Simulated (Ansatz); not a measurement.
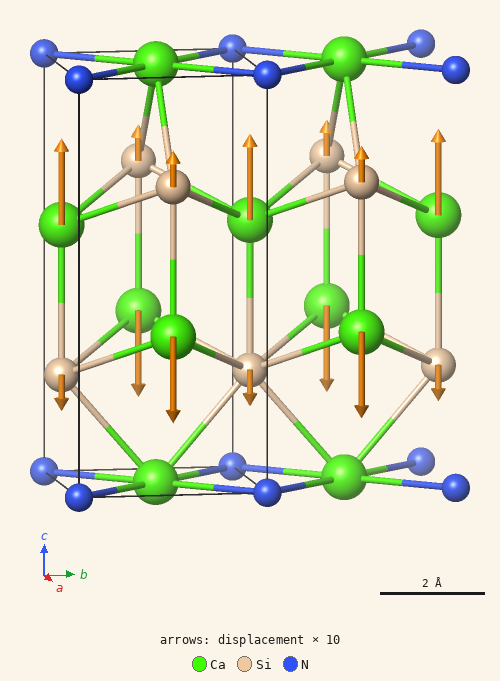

This is a relaxation of crystalline Ca₃Si₂N (a generated structure, set up in P-4m2) (coarse preliminary run). The starting structure is drawn; orange arrows show the displacements (the part carried along by the change of the cell is left out), 10 times their true length.

The picture is a ball-and-stick view of the cell of the calculation, repeated 1 × 2 × 1 with one cell outlined, seen slightly off an axis.

All numbers below come from DFT PBE, scalar-relativistic, plane waves, PAW in Ansatz. (plane-wave cutoff 420 eV; k-point mesh 6 × 6 × 2; occupations gaussian; smearing width 0.1 eV; no spin polarisation; cell and atoms relaxed; force threshold 0.04 eV/Å; at most 70 steps)

Q: Atoms of which element are displaced furthest, and by how much?

A: Calcium: up to 0.17 Å, against 0.07 Å for silicon.

Q: Describe the change and its energy.

A: The largest moves relative to the cell, 0.17 Å, are those of Ca atoms. By element the largest moves are Ca 0.17 Å, Si 0.07 Å. N stays in place. The drawn cell changes as follows: a = b 3.690 → 3.913 Å (+6.0 %), c 8.129 → 8.778 Å (+8.0 %); the volume changes by +21.4 %. Among the contacts that change: Ca–Si 2.918 → 3.390 Å, Ca–Ca 3.271 → 3.707 Å, Ca–N 2.609 → 2.767 Å, Ca–Si 2.820 → 2.968 Å. Among the angles between lasting bonds that change: Si–Ca–Si 140.2° → 143.1°. The space group stays P-4m2 (No. 115). Over 4 accepted moves (6 points after the start) the energy falls by 151 meV per atom. The largest force component goes from 0.61 to 0.0044 eV/Å. Pressure: 12.79 GPa at the start and 0.00 GPa at the end. At 2 points the geometry stayed and the basis and grid were re-selected for the new cell (energy shift of 4.8 meV per atom at most each time).

Limits of the set-up: the k-point mesh is coarse for a cell with partly filled bands.
